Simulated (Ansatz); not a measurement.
# B3LYP/6-31G(d) (Cartesian functions) run of SiN2H6O (SMILES N[SiH](N)O)

Aim: the energy change on altering one bond length of SiN2H6O at B3LYP/6-31G* (Cartesian functions), from 2 runs. 

The results are computed with Ansatz 0.2.0.

86 further runs of the same task are left out: 86 set aside as unsound or not needed. Runs told in other sessions of the task aren't counted.

## Step 1: The system as given

The species is SiN2H6O (10 atoms), meant as a singlet with charge 0. SMILES: `N[SiH](N)O`. The shape is that of a PBE0-D4/def2-TZVP optimisation. This is one conformer, not always the lowest.

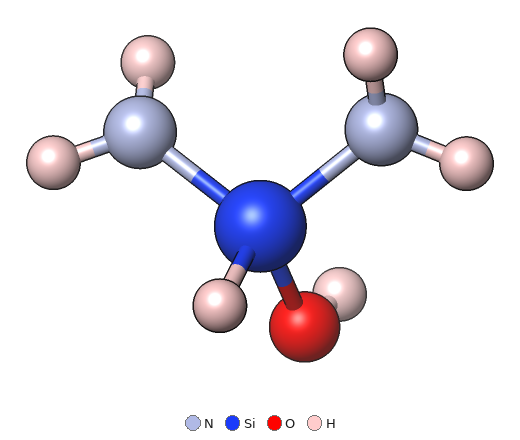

Viewed from a chosen angle; nitrogen light blue, silicon blue, oxygen red, hydrogen pink.

## Step 2: The energy at B3LYP/6-31G(d) (Cartesian functions)

The input, run.yaml:

```yaml
crystal:
  periodic: [false, false, false]
  atoms:
    - {symbol: N, position_ang: [-0.775500, 1.215500, -0.137800]}
    - {symbol: Si, position_ang: [0.492300, 0.085700, 0.087100]}
    - {symbol: "N", position_ang: [-0.248600, -1.249800, 0.847400]}
    - {symbol: O, position_ang: [1.206700, -0.118300, -1.384200]}
    - {symbol: H, position_ang: [-0.620700, 2.036300, -0.700200]}
    - {symbol: H, position_ang: [-1.413200, 1.405300, 0.618200]}
    - {symbol: H, position_ang: [1.642700, 0.459500, 0.944000]}
    - {symbol: H, position_ang: [-1.123500, -1.625000, 0.519700]}
    - {symbol: H, position_ang: [0.302300, -1.942900, 1.325300]}
    - {symbol: H, position_ang: [0.620800, -0.317400, -2.116600]}
basis:
  gaussian:
    orbitals: "6-31G*"
output: {orbitals: {seedname: orbitals}}
hamiltonian:
  xc: {name: B3LYP}
accuracy: high
```

The run is started by

```
$ ansatz run run.yaml --threads 1 --pin off --max-ram 3480MiB --events-out events.jsonl --progress --plain --runs-dir runs
```

Standard output:

```text
Warning: RAYON_NUM_THREADS=1 ignored (pool sized by the plan → 1); use --threads N
Functional definition: B3LYP
  name "B3LYP"
  parameter a0 = 0.2
  parameter ax = 0.72
  parameter ac = 0.81
  exchange = (1 - a0 - ax)*slater_x + ax*b88_x + a0*exact_x
  correlation = (1 - ac)*vwn_rpa_c + ac*lyp_c
1735 factors; integrals over basis functions are off by at most 3.5e-9 eV
mean field evaluation 1: about -12991.0138 eV, gradient 8.7e1 eV
mean field evaluation 2: about -12976.4975 eV, gradient 1.2e2 eV
mean field evaluation 4: about -13004.7512 eV, gradient 3.8e0 eV
mean field evaluation 8: about -13004.9423 eV, gradient 9.9e-2 eV
mean field evaluation 16: about -13004.9423 eV, gradient 7.9e-6 eV
mean field -13004.94233848 eV, -477.9228158728 hartree, gradient 4.6e-8 eV, S^2 0.000000; 0 other end points of the search recorded, 0 dependent functions left out
reference -13004.94237673 eV, -477.9228172783 hartree; 21, 21 occupied and 55, 55 virtual orbitals, 1735 factors
Total energy: -13004.94237673 eV, -477.9228172783 hartree
```

Run time: 7.5 s. Hardware: 1 thread of Arm Neoverse V1, shared host; peak memory 0.24 GiB.

## Step 3: The distorted shape at the same level

The input, run.yaml:

```yaml
crystal:
  periodic: [false, false, false]
  atoms:
    - {symbol: N, position_ang: [-0.664382, 1.415795, -0.251828]}
    - {symbol: Si, position_ang: [0.603418, 0.285995, -0.026928]}
    - {symbol: N, position_ang: [-0.248600, -1.249800, 0.847400]}
    - {symbol: O, position_ang: [1.317818, 0.081995, -1.498228]}
    - {symbol: H, position_ang: [-0.509582, 2.236595, -0.814228]}
    - {symbol: H, position_ang: [-1.302082, 1.605595, 0.504172]}
    - {symbol: H, position_ang: [1.753818, 0.659795, 0.829972]}
    - {symbol: H, position_ang: [-1.123500, -1.625000, 0.519700]}
    - {symbol: H, position_ang: [0.302300, -1.942900, 1.325300]}
    - {symbol: H, position_ang: [0.731918, -0.117105, -2.230628]}
basis:
  gaussian:
    orbitals: "6-31G*"
hamiltonian:
  xc: {name: B3LYP}
accuracy: high
output:
  orbitals: {seedname: orbitals}
```

The run is started by

```
$ ansatz run run.yaml --threads 1 --pin off --max-ram 3480MiB --events-out events.jsonl --progress --plain --runs-dir runs
```

Standard output:

```text
Warning: RAYON_NUM_THREADS=1 ignored (pool sized by the plan → 1); use --threads N
[... 7 set-up lines as earlier in the session ...]
1727 factors; integrals over basis functions are off by at most 3.7e-9 eV
mean field evaluation 1: about -12990.3576 eV, gradient 8.7e1 eV
mean field evaluation 2: about -12972.5326 eV, gradient 1.2e2 eV
mean field evaluation 4: about -13004.1362 eV, gradient 6.5e0 eV
mean field evaluation 8: about -13004.3814 eV, gradient 1.9e-1 eV
mean field evaluation 16: about -13004.3815 eV, gradient 9.0e-6 eV
mean field -13004.38153613 eV, -477.9022067665 hartree, gradient 3.4e-8 eV, S^2 0.000000; 0 other end points of the search recorded, 0 dependent functions left out
reference -13004.38157516 eV, -477.9022082005 hartree; 21, 21 occupied and 55, 55 virtual orbitals, 1727 factors
Total energy: -13004.38157516 eV, -477.9022082005 hartree
```

It took 7.8 s on 1 thread of Arm Neoverse V1, shared host; peak memory 0.24 GiB.

## Step 4: Outcome

Level: B3LYP/6-31G* (Cartesian functions).

```
                                                          quantity          value
                                         first shape: total energy  -477.92282 Eh
                                          first shape: HOMO energy       -6.73 eV
                                          first shape: LUMO energy        1.66 eV
                                        first shape: HOMO–LUMO gap        8.38 eV
                                     distorted shape: total energy  -477.90221 Eh
                                      distorted shape: HOMO energy       -6.05 eV
                                      distorted shape: LUMO energy        1.38 eV
                                    distorted shape: HOMO–LUMO gap        7.43 eV
energy change with the Si2–N3 bond stretched from 1.706 to 1.962 Å       0.561 eV
```

What this shows: With the Si2–N3 bond stretched from 1.706 to 1.962 Å the energy rises by 0.56 eV (54.1 kJ/mol). The first shape isn't relaxed at this level, so the change isn't measured from a minimum.
